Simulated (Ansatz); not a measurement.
# BCl₂GeH₃: taking an electron away

How much energy removes an electron from BCl₂GeH₃ at fixed geometry? The cation is run at each level and the neutral's energy taken from earlier runs.

The runs use Ansatz 0.2.0, Gaussian basis; unrestricted cation, the program's frozen cores in correlated methods.

Plan: UKS PBE-D4/def2-TZVPP; UKS r2SCAN-D4/def2-TZVPP; UKS PBE0-D4/def2-TZVPP; UKS B3LYP-D4/def2-TZVPP; UKS wB97X-V/def2-TZVPP; UKS wB97M-V/def2-TZVPP; UKS B2PLYP/def2-TZVPP; UHF-CCSD(T)/def2-TZVPP; UHF-MP2/def2-QZVPP; extrapolation to the limit; then −ε(HOMO) from the neutral's earlier runs with LDA (SPW92), PBE-D4, revPBE-D4, BLYP-D4, r2SCAN-D4, B97M-V, PBE0-D4, B3LYP-D4, r2SCANh-D4, r2SCAN0-D4, HSE06-D4, BHLYP-D4, CAM-B3LYP-D4, LC-ωPBE, ωB97X-V, ωB97M-V.

## (1) The geometry

An earlier PBE0-D4 in a triple-zeta def2 set relaxation fixed the geometry.

SMILES `Cl[B](Cl)[GeH3]`, 7 atoms, charge 0, spin multiplicity 1.

Atoms are counted from 1 here; the program's logs count them from 0.

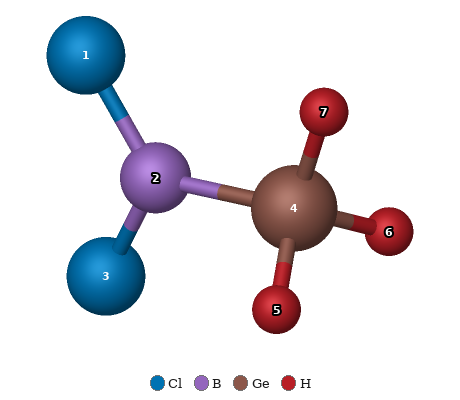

The geometry (chlorine blue, boron purple, germanium brown, hydrogen red); atoms are numbered from 1 in the order of the file.

Coordinates:

```xyz
7

Cl    1.7495   -1.4282    1.2087
B     0.2064   -1.0219    0.5115
Cl   -1.0824   -2.1918    0.6047
Ge   -0.1231    0.7985   -0.4122
H    -0.5562    0.5606   -1.8683
H    -1.2661    1.5343    0.3067
H     1.1333    1.6805   -0.3967
```

## (2) Cation, UKS PBE-D4/def2-TZVPP

Contents of in.yaml:

```yaml
crystal:
  periodic: [false, false, false]
  atoms:
    - {symbol: Cl, position_ang: [1.749483, -1.428176, 1.208661]}
    - {symbol: B, position_ang: [0.206434, -1.021888, 0.511498]}
    - {symbol: Cl, position_ang: [-1.082439, -2.191765, 0.604683]}
    - {symbol: Ge, position_ang: [-0.123133, 0.798523, -0.412224]}
    - {symbol: H, position_ang: [-0.556201, 0.560552, -1.868343]}
    - {symbol: H, position_ang: [-1.266108, 1.534322, 0.306687]}
    - {symbol: H, position_ang: [1.133265, 1.680531, -0.396661]}
basis:
  gaussian: {orbitals: def2-TZVPP}
total_charge: 1
magnetization: {spin_polarized: true, initial_magnetization: 1}
hamiltonian: {xc: pbe, dispersion: d4}
```

The run is started by

```bash
ansatz run in.yaml --threads 2 --pin off --events-out ev --progress --plain --max-ram 32768MiB --backend cpu
```

The runs that follow: Cation, UKS r2SCAN-D4/def2-TZVPP; Cation, UKS PBE0-D4/def2-TZVPP; Cation, UKS B3LYP-D4/def2-TZVPP; Cation, UKS wB97X-V/def2-TZVPP; Cation, UKS wB97M-V/def2-TZVPP; Cation, UKS B2PLYP (frozen core)/def2-TZVPP; Cation, UHF-CCSD(T)/def2-TZVPP; Cation, UHF-MP2/def2-QZVPP.

Before running them: what should the planned runs give, taken together? Wanted: ionisation energy, CCSD(T)/CBS; nearest functional by difference; nearest −ε(HOMO); −ε(HOMO) of PBE; T1 of the cation.

The runs gave:

| quantity | value |
| --- | --- |
| ionisation energy, CCSD(T)/CBS | 10.62 eV |
| nearest functional by difference | ωB97X-V (-0.11 eV) |
| nearest −ε(HOMO) | ωB97X-V (-0.03 eV) |
| −ε(HOMO) of PBE | 7.06 eV |
| T1 of the cation | 0.020 |

**Reading.** Energy differences with functionals land within 0.68 eV of the reference. The PBE orbital energy is 3.6 eV too small: a semilocal HOMO is no ionisation energy. Among orbital estimates ωB97X-V comes nearest. Hartree-Fock falls 0.58 eV short, as the neutral has more correlation energy than the cation. Correlated methods include outer-core shells of Ge, which these sets cover unevenly. With outer-core shells in play the reference is unsure by up to some tenths of an eV, so close misses can't be ranked.
